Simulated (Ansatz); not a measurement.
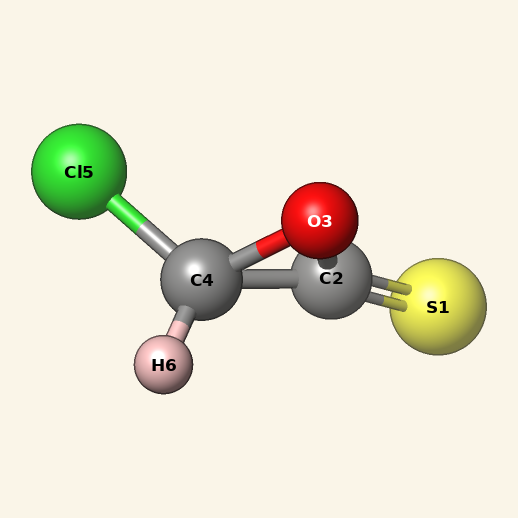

Distant atoms are faded towards the background colour. The computed structure is the end point of a PBE0-D4/def2-TZVP optimisation.

Q: Find the stereocentres and stereogenic double bonds.

A: Centres: C4.

Q: Assign CIP descriptors.

A: C4: S (priorities Cl5 > O3 > C2 > H6).
